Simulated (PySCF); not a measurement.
# Geometry relaxation, with input and output: C3H4Si (part 1 of 5)

C3H4Si, multiplicity 3, SMILES C#C[C][SiH3], computed with HF/6-31G*, UHF (PySCF 2.14.0).

The geometry comes from this level: GFN2-xTB. Figures and captions count atoms from 1; the log counts them from 0 in places.

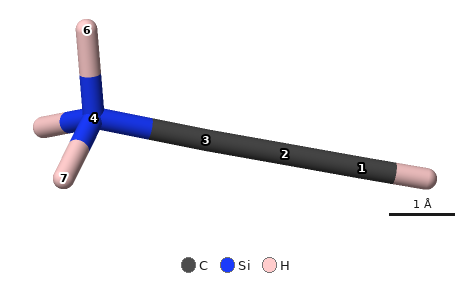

Figure 1. The structure as given in the input (stick view, seen at a tilt; atoms are numbered from 1 in the order of the input). Bond lengths as drawn: C–C 1.25 to 1.28 Å, C–H 1.05 Å, C–Si 1.82 Å and H–Si 1.47 Å.

Input (calc.py):
```python
from pyscf import gto, scf
from pyscf.geomopt.geometric_solver import kernel as optimise

mol = gto.M(
    atom=[
    ('C', (0.078900, 1.471740, -2.256450)),
    ('C', (0.053420, 0.786770, -1.211590)),
    ('C', (0.029210, 0.083770, -0.139270)),
    ('Si', (-0.048200, -0.904090, 1.385920)),
    ('H', (0.091880, 2.048240, -3.131740)),
    ('H', (-0.774230, -0.142390, 2.409550)),
    ('H', (1.319300, -1.182190, 1.840970)),
    ('H', (-0.750280, -2.161860, 1.102620)),
],
    max_memory=1860,
    spin=2,
    charge=0,
    verbose=3,
    basis='6-31g*',
)

mf = scf.UHF(mol)
mf.conv_tol = 1e-10
converged, mol_eq = optimise(mf, maxsteps=60, convergence_set='GAU_TIGHT')
print('converged:', converged)
print(mol_eq.tostring())

mf.reset(mol_eq)
mol = mol_eq
mf.kernel()
if not mf.converged:
    mf = mf.newton().run(mf.mo_coeff, mf.mo_occ)
e_tot = mf.e_tot
print('E = %.10f Eh' % e_tot)
```

Launched with:
```bash
OMP_NUM_THREADS=1 python calc.py
```

Log:
```
#|     Arguments passed to driver run_optimizer():      |#
convergence_set           GAU_TIGHT
customengine              <pyscf.geomopt.geometric_solver.PySCFEngine object>
maxiter                   60
----------------------------------------------------------
Custom engine selected.
Bonds will be generated from interatomic distances less than 1.20 times sum of covalent radii
24 internal coordinates being used (instead of 24 Cartesians)
Internal coordinate system (atoms numbered from 1):
Distance 1-2
Distance 1-5
Distance 2-3
Distance 3-4
Distance 4-6
Distance 4-7
Distance 4-8
Angle 3-4-6
Angle 3-4-7
Angle 3-4-8
Angle 6-4-7
Angle 6-4-8
Angle 7-4-8
LinearAngleX 2-1-5
LinearAngleY 2-1-5
LinearAngleX 1-2-3
LinearAngleY 1-2-3
LinearAngleX 2-3-4
LinearAngleY 2-3-4
Translation-X 1-8
Translation-Y 1-8
Translation-Z 1-8
Rotation-A 1-8
Rotation-B 1-8
Rotation-C 1-8
<class 'geometric.internal.Distance'> : 7
<class 'geometric.internal.Angle'> : 6
<class 'geometric.internal.LinearAngle'> : 6
<class 'geometric.internal.TranslationX'> : 1
<class 'geometric.internal.TranslationY'> : 1
<class 'geometric.internal.TranslationZ'> : 1
<class 'geometric.internal.RotationA'> : 1
<class 'geometric.internal.RotationB'> : 1
<class 'geometric.internal.RotationC'> : 1
> ===== Optimization Info: ====
> Job type: Energy minimization
> Maximum number of optimization cycles: 60
> Initial / maximum trust radius (Angstrom): 0.100 / 0.300
> Convergence Criteria:
> Will converge when all 5 criteria are reached:
>  |Delta-E| < 1.00e-06
>  RMS-Grad  < 1.00e-05
>  Max-Grad  < 1.50e-05
>  RMS-Disp  < 4.00e-05
>  Max-Disp  < 6.00e-05
> === End Optimization Info ===

Geometry optimization cycle 1
Cartesian coordinates (Angstrom)
 Atom        New coordinates             dX        dY        dZ
   C   0.078900   1.471740  -2.256450    0.000000  0.000000  0.000000
   C   0.053420   0.786770  -1.211590    0.000000  0.000000  0.000000
   C   0.029210   0.083770  -0.139270    0.000000  0.000000  0.000000
  Si  -0.048200  -0.904090   1.385920    0.000000  0.000000  0.000000
   H   0.091880   2.048240  -3.131740    0.000000  0.000000  0.000000
   H  -0.774230  -0.142390   2.409550    0.000000  0.000000  0.000000
   H   1.319300  -1.182190   1.840970    0.000000  0.000000  0.000000
   H  -0.750280  -2.161860   1.102620    0.000000  0.000000  0.000000

WARN: Mole.unit (angstrom) is changed to Bohr

WARN: HOMO -0.118226837884157 >= LUMO -0.118241177914392

converged SCF energy = -404.729845909603  <S^2> = 2.3467413  2S+1 = 3.2228815
--------------- UHF_Scanner gradients ---------------
         x                y                z
0 C    -0.0006469003    -0.0122780559     0.0188339627
1 C     0.0003874456     0.0059553210    -0.0091964525
2 C     0.0002596403     0.0081163844    -0.0123396533
3 Si    -0.0001218794    -0.0011813773     0.0018683554
4 H    -0.0001040501    -0.0044650384     0.0067866875
5 H     0.0008625679     0.0001464900    -0.0026603096
6 H    -0.0014565326     0.0013333904    -0.0020709505
7 H     0.0008197086     0.0023728858    -0.0012216398
----------------------------------------------
cycle 1: E = -404.72984591  dE = -404.73  norm(grad) = 0.0306435
Step    0 : Gradient = 1.083e-02/2.249e-02 (rms/max) Energy = -404.7298459096
Hessian Eigenvalues: 5.00000e-02 5.00000e-02 5.00000e-02 ... 4.01317e-01 7.23141e-01 8.33751e-01

Geometry optimization cycle 2
Cartesian coordinates (Angstrom)
 Atom        New coordinates             dX        dY        dZ
   C   0.080175   1.491476  -2.286814    0.001275  0.019736 -0.030364
   C   0.052505   0.796363  -1.225419   -0.000915  0.009593 -0.013829
   C   0.027779   0.085492  -0.141071   -0.001431  0.001722 -0.001801
  Si  -0.048317  -0.908513   1.392679   -0.000117 -0.004423  0.006759
   H   0.094829   2.073405  -3.171331    0.002949  0.025165 -0.039591
   H  -0.774140  -0.161036   2.435895    0.000090 -0.018646  0.026345
   H   1.317249  -1.198999   1.866396   -0.002051 -0.016809  0.025426
   H  -0.750081  -2.178197   1.129676    0.000199 -0.016337  0.027056
converged SCF energy = -404.730885235765  <S^2> = 2.3804884  2S+1 = 3.2437561
--------------- UHF_Scanner gradients ---------------
         x                y                z
0 C    -0.0001797912    -0.0011071147     0.0017600393
1 C     0.0001983581     0.0022854239    -0.0035649779
2 C     0.0000331988    -0.0011164655     0.0016860198
3 Si    -0.0000581242    -0.0002059154     0.0003293165
4 H     0.0000437259     0.0005081795    -0.0007835737
5 H    -0.0002066971     0.0001499574     0.0003558846
6 H     0.0003694860    -0.0001284308     0.0002088419
7 H    -0.0002001562    -0.0003856343     0.0000084495
----------------------------------------------
cycle 2: E = -404.730885236  dE = -0.00103933  norm(grad) = 0.00529371
Step    1 : Displace = 2.927e-02/4.700e-02 (rms/max) Trust = 1.000e-01 (=) Grad = 1.872e-03/4.239e-03 (rms/max) E (change) = -404.7308852358 (-1.039e-03) Quality = 0.935
Hessian Eigenvalues: 5.00000e-02 5.00000e-02 5.00000e-02 ... 4.06281e-01 7.60573e-01 7.97121e-01

Geometry optimization cycle 3
Cartesian coordinates (Angstrom)
 Atom        New coordinates             dX        dY        dZ
   C   0.080471   1.490321  -2.285196    0.000296 -0.001155  0.001618
   C   0.051528   0.795065  -1.222905   -0.000977 -0.001298  0.002514
   C   0.026586   0.085341  -0.140246   -0.001193 -0.000151  0.000825
  Si  -0.048396  -0.907790   1.391619   -0.000079  0.000723 -0.001060
   H   0.095767   2.071454  -3.168925    0.000938 -0.001951  0.002406
   H  -0.773413  -0.160639   2.434034    0.000727  0.000398 -0.001861
   H   1.316791  -1.197236   1.863511   -0.000458  0.001764 -0.002885
   H  -0.749335  -2.176527   1.128119    0.000746  0.001670 -0.001557
converged SCF energy = -404.730900051492  <S^2> = 2.3798066  2S+1 = 3.2433357
--------------- UHF_Scanner gradients ---------------
         x                y                z
0 C    -0.0001481547    -0.0004115060     0.0006932853
1 C     0.0001021235     0.0010915693    -0.0017107355
2 C     0.0000612141    -0.0006691670     0.0009943044
3 Si    -0.0000555189    -0.0000378738     0.0000807103
4 H     0.0000424679    -0.0000051704    -0.0000097646
5 H     0.0000225703    -0.0000227427    -0.0000352166
6 H    -0.0000467542     0.0000121943    -0.0000193317
7 H     0.0000220521     0.0000426964     0.0000067485
----------------------------------------------
cycle 3: E = -404.730900051  dE = -1.48157e-05  norm(grad) = 0.00250219
Step    2 : Displace = 2.470e-03/3.413e-03 (rms/max) Trust = 1.414e-01 (+) Grad = 8.847e-04/2.032e-03 (rms/max) E (change) = -404.7309000515 (-1.482e-05) Quality = 1.263
Hessian Eigenvalues: 5.00000e-02 5.00000e-02 5.00000e-02 ... 4.16632e-01 5.08001e-01 8.10298e-01

Geometry optimization cycle 4
Cartesian coordinates (Angstrom)
 Atom        New coordinates             dX        dY        dZ
   C   0.081034   1.490012  -2.284975    0.000563 -0.000309  0.000221
   C   0.050579   0.794658  -1.221757   -0.000949 -0.000407  0.001148
   C   0.025149   0.085790  -0.140235   -0.001436  0.000449  0.000012
  Si  -0.048474  -0.907504   1.391220   -0.000078  0.000287 -0.000399
   H   0.096766   2.070942  -3.168707    0.000999 -0.000512  0.000218
   H  -0.773173  -0.160826   2.434299    0.000240 -0.000187  0.000265
   H   1.317190  -1.196528   1.862268    0.000399  0.000708 -0.001242
   H  -0.749072  -2.176556   1.127896    0.000263 -0.000029 -0.000223
converged SCF energy = -404.730902955513  <S^2> = 2.3796862  2S+1 = 3.2432615
--------------- UHF_Scanner gradients ---------------
         x                y                z
0 C    -0.0001270340    -0.0000660129     0.0001594286
1 C     0.0000215360     0.0001505875    -0.0002455740
2 C     0.0000990546    -0.0000964875     0.0001085670
3 Si    -0.0000507471     0.0000522531    -0.0000572776
4 H     0.0000539602    -0.0000616288     0.0000690810
5 H     0.0000097906    -0.0000043567    -0.0000183028
6 H    -0.0000162475     0.0000074466    -0.0000124614
7 H     0.0000096872     0.0000181986    -0.0000034609
----------------------------------------------
cycle 4: E = -404.730902956  dE = -2.90402e-06  norm(grad) = 0.000426261
Step    3 : Displace = 1.070e-03/1.545e-03 (rms/max) Trust = 2.000e-01 (+) Grad = 1.507e-04/2.889e-04 (rms/max) E (change) = -404.7309029555 (-2.904e-06) Quality = 1.153
Hessian Eigenvalues: 5.00000e-02 5.00000e-02 5.00000e-02 ... 4.23819e-01 4.96362e-01 8.22963e-01

Geometry optimization cycle 5
Cartesian coordinates (Angstrom)
 Atom        New coordinates             dX        dY        dZ
   C   0.081600   1.490004  -2.285211    0.000566 -0.000008 -0.000236
   C   0.050151   0.794714  -1.221614   -0.000428  0.000056  0.000143
   C   0.024149   0.086075  -0.140217   -0.001000  0.000285  0.000017
  Si  -0.048550  -0.907525   1.391286   -0.000076 -0.000022  0.000065
   H   0.097215   2.070991  -3.169010    0.000449  0.000048 -0.000303
   H  -0.773030  -0.161227   2.434818    0.000143 -0.000401  0.000519
   H   1.317383  -1.196272   1.861797    0.000193  0.000256 -0.000472
   H  -0.748919  -2.176770   1.128161    0.000153 -0.000214  0.000265
converged SCF energy = -404.730903344192  <S^2> = 2.3798713  2S+1 = 3.2433756
--------------- UHF_Scanner gradients ---------------
         x                y                z
0 C    -0.0001238757     0.0000495423    -0.0000175530
1 C     0.0000016246    -0.0000683307     0.0000972515
2 C     0.0001064070     0.0000151133    -0.0000650178
3 Si    -0.0000474407     0.0000257557    -0.0000191872
4 H     0.0000624033    -0.0000259498     0.0000109698
5 H     0.0000052287    -0.0000049231    -0.0000058711
6 H    -0.0000096981     0.0000013874    -0.0000027854
7 H     0.0000053510     0.0000074049     0.0000021931
----------------------------------------------
cycle 5: E = -404.730903344  dE = -3.88679e-07  norm(grad) = 0.000237199
Step    4 : Displace = 6.006e-04/1.040e-03 (rms/max) Trust = 2.828e-01 (+) Grad = 8.386e-05/1.346e-04 (rms/max) E (change) = -404.7309033442 (-3.887e-07) Quality = 1.494
Hessian Eigenvalues: 5.00000e-02 5.00000e-02 5.00000e-02 ... 4.20621e-01 6.77767e-01 8.88262e-01

Geometry optimization cycle 6
Cartesian coordinates (Angstrom)
 Atom        New coordinates             dX        dY        dZ
   C   0.082994   1.489841  -2.285578    0.001394 -0.000163 -0.000367
   C   0.049461   0.794860  -1.221484   -0.000691  0.000146  0.000129
   C   0.022025   0.086595  -0.140083   -0.002124  0.000520  0.000135
  Si  -0.048738  -0.907561   1.391418   -0.000188 -0.000035  0.000133
   H   0.097866   2.071027  -3.169373    0.000651  0.000037 -0.000363
   H  -0.772776  -0.161944   2.435812    0.000253 -0.000717  0.000994
   H   1.317816  -1.195651   1.860701    0.000434  0.000621 -0.001096
   H  -0.748647  -2.177178   1.128597    0.000272 -0.000408  0.000436
converged SCF energy = -404.730903896822  <S^2> = 2.3800878  2S+1 = 3.2435091
--------------- UHF_Scanner gradients ---------------
         x                y                z
0 C    -0.0001309093     0.0001633586    -0.0001876949
1 C    -0.0000112901    -0.0002604108     0.0003978621
2 C     0.0001063598     0.0001122772    -0.0002144454
3 Si    -0.0000407193    -0.0000128591     0.0000356721
4 H     0.0000783215     0.0000131525    -0.0000559011
5 H    -0.0000063230     0.0000031700     0.0000136359
6 H     0.0000104549    -0.0000052816     0.0000083030
7 H    -0.0000058944    -0.0000134068     0.0000025684
----------------------------------------------
cycle 6: E = -404.730903897  dE = -5.5263e-07  norm(grad) = 0.000623205
Step    5 : Displace = 1.215e-03/2.191e-03 (rms/max) Trust = 3.000e-01 (+) Grad = 2.203e-04/4.756e-04 (rms/max) E (change) = -404.7309038968 (-5.526e-07) Quality = 1.622
Hessian Eigenvalues: 1.37775e-02 5.00000e-02 5.00000e-02 ... 4.22616e-01 6.78850e-01 1.24022e+00

Geometry optimization cycle 7
Cartesian coordinates (Angstrom)
 Atom        New coordinates             dX        dY        dZ
   C   0.087670   1.489067  -2.286473    0.004676 -0.000774 -0.000895
   C   0.047723   0.795245  -1.221223   -0.001737  0.000384  0.000261
   C   0.015553   0.088082  -0.139575   -0.006472  0.001486  0.000507
  Si  -0.049350  -0.907573   1.391695   -0.000612 -0.000012  0.000277
   H   0.099234   2.071050  -3.169999    0.001368  0.000023 -0.000626
   H  -0.772014  -0.163997   2.438590    0.000762 -0.002053  0.002778
   H   1.319018  -1.193638   1.857217    0.001202  0.002013 -0.003484
   H  -0.747834  -2.178246   1.129778    0.000813 -0.001068  0.001181
converged SCF energy = -404.730905446317  <S^2> = 2.3804858  2S+1 = 3.2437545
--------------- UHF_Scanner gradients ---------------
         x                y                z
0 C    -0.0001757346     0.0003566966    -0.0004624353
1 C    -0.0000096247    -0.0005805492     0.0008912277
2 C     0.0000840303     0.0002803251    -0.0004648687
3 Si    -0.0000189193    -0.0000891001     0.0001404841
4 H     0.0001262731     0.0000784342    -0.0001776453
5 H    -0.0000249054     0.0000158394     0.0000446450
6 H     0.0000430223    -0.0000154587     0.0000255621
7 H    -0.0000241416    -0.0000461872     0.0000030305
----------------------------------------------
cycle 7: E = -404.730905446  dE = -1.54949e-06  norm(grad) = 0.00137664
Step    6 : Displace = 3.656e-03/6.660e-03 (rms/max) Trust = 3.000e-01 (=) Grad = 4.867e-04/1.064e-03 (rms/max) E (change) = -404.7309054463 (-1.549e-06) Quality = 1.669
Hessian Eigenvalues: 3.09738e-03 5.00000e-02 5.00000e-02 ... 4.24777e-01 6.75317e-01 1.65584e+00

Geometry optimization cycle 8
Cartesian coordinates (Angstrom)
 Atom        New coordinates             dX        dY        dZ
   C   0.107005   1.485284  -2.289307    0.019335 -0.003782 -0.002834
   C   0.041886   0.796463  -1.220326   -0.005837  0.001218  0.000897
   C  -0.009370   0.093675  -0.137531   -0.024923  0.005593  0.002044
  Si  -0.051803  -0.907313   1.392338   -0.002452  0.000260  0.000643
   H   0.102795   2.070864  -3.171073    0.003560 -0.000186 -0.001073
   H  -0.769067  -0.171505   2.448631    0.002947 -0.007509  0.010041
   H   1.323300  -1.185540   1.843412    0.004283  0.008098 -0.013804
   H  -0.744747  -2.181938   1.133867    0.003088 -0.003692  0.004088
converged SCF energy = -404.730912217101  <S^2> = 2.3818628  2S+1 = 3.2446034
--------------- UHF_Scanner gradients ---------------
         x                y                z
0 C    -0.0003984568     0.0008167497    -0.0010641955
1 C     0.0000737440    -0.0013658914     0.0020715861
2 C    -0.0000553109     0.0007281635    -0.0011019169
3 Si     0.0000747835    -0.0002826559     0.0003900996
4 H     0.0003185765     0.0002305170    -0.0004994762
5 H    -0.0000733249     0.0000491467     0.0001283063
6 H     0.0001320674    -0.0000426565     0.0000722123
7 H    -0.0000720788    -0.0001333730     0.0000033842
----------------------------------------------
cycle 8: E = -404.730912217  dE = -6.77078e-06  norm(grad) = 0.00325299
Step    7 : Displace = 1.410e-02/2.563e-02 (rms/max) Trust = 3.000e-01 (=) Grad = 1.150e-03/2.482e-03 (rms/max) E (change) = -404.7309122171 (-6.771e-06) Quality = 1.926
Hessian Eigenvalues: 1.09773e-05 5.00000e-02 5.00000e-02 ... 4.35183e-01 6.97748e-01 1.02222e+01

Geometry optimization cycle 9
Cartesian coordinates (Angstrom)
 Atom        New coordinates             dX        dY        dZ
   C   0.521284   1.305603  -2.200313    0.414279 -0.179682  0.088994
   C  -0.083247   0.795664  -1.163882   -0.125133 -0.000798  0.056445
   C  -0.538977   0.226812  -0.117736   -0.529607  0.133137  0.019796
  Si  -0.100722  -0.848445   1.324007   -0.048920  0.058868 -0.068331
   H   0.163918   1.935236  -2.985576    0.061123 -0.135628  0.185496
   H  -0.669560  -0.273575   2.560053    0.099508 -0.102070  0.111422
   H   1.369547  -0.940940   1.459746    0.046247  0.244600 -0.383667
   H  -0.662244  -2.200366   1.123711    0.082502 -0.018428 -0.010156
converged SCF energy = -404.722374922007  <S^2> = 2.4663754  2S+1 = 3.2962861
--------------- UHF_Scanner gradients ---------------
         x                y                z
0 C     0.0161413231    -0.0104549659     0.0085276014
1 C    -0.0044313023     0.0015409199     0.0002705422
2 C    -0.0087871622     0.0112997261    -0.0138172383
3 Si     0.0079967024    -0.0005985934    -0.0028826917
4 H    -0.0113360185    -0.0003155427     0.0053229106
5 H    -0.0011144695     0.0010123852     0.0010273289
6 H     0.0026655062    -0.0010735007     0.0017490862
7 H    -0.0011345791    -0.0014104283    -0.0001975392
----------------------------------------------
cycle 9: E = -404.722374922  dE = 0.0085373  norm(grad) = 0.0332863
Step    8 : Displace = 3.251e-01/5.465e-01 (rms/max) Trust = 3.000e-01 (=) Grad = 1.177e-02/2.104e-02 (rms/max) E (change) = -404.7223749220 (+8.537e-03) Quality = -58.048
Rejecting step - quality is lower than -1.0
Hessian Eigenvalues: 1.09773e-05 5.00000e-02 5.00000e-02 ... 4.35183e-01 6.97748e-01 1.02222e+01

Geometry optimization cycle 10
Cartesian coordinates (Angstrom)
 Atom        New coordinates             dX        dY        dZ
   C   0.314191   1.419464  -2.281394   -0.207093  0.113861 -0.081081
   C  -0.021017   0.802775  -1.200907    0.062230  0.007111 -0.037025
   C  -0.274942   0.156723  -0.121278    0.264035 -0.070088 -0.003543
  Si  -0.077075  -0.890948   1.378262    0.023647 -0.042503  0.054255
   H   0.137028   2.035404  -3.129806   -0.026890  0.100168 -0.144229
   H  -0.727993  -0.236906   2.529469   -0.058433  0.036669 -0.030584
   H   1.357239  -1.080642   1.673190   -0.012309 -0.139702  0.213445
   H  -0.707430  -2.205880   1.152473   -0.045186 -0.005515  0.028761
converged SCF energy = -404.730596041834  <S^2> = 2.4148798  2S+1 = 3.2648919
--------------- UHF_Scanner gradients ---------------
         x                y                z
0 C     0.0002200290    -0.0012186520     0.0017432394
1 C     0.0006408577    -0.0028274216     0.0042660513
2 C    -0.0036129933     0.0049189967    -0.0061866311
3 Si     0.0025062170    -0.0009593986     0.0002954312
4 H     0.0000923884     0.0010589305    -0.0017447689
5 H    -0.0005104183     0.0004253921     0.0008639194
6 H     0.0012021212    -0.0004831857     0.0008248762
7 H    -0.0005382017    -0.0009146614    -0.0000621176
----------------------------------------------
cycle 10: E = -404.730596042  dE = -0.00822112  norm(grad) = 0.0110834
Step    9 : Displace = 1.532e-01/2.735e-01 (rms/max) Trust = 1.500e-01 (x) Grad = 3.919e-03/8.690e-03 (rms/max) E (change) = -404.7305960418 (+3.162e-04) Quality = -4.215
Rejecting step - quality is lower than -1.0
Hessian Eigenvalues: 1.09773e-05 5.00000e-02 5.00000e-02 ... 4.35183e-01 6.97748e-01 1.02222e+01
```
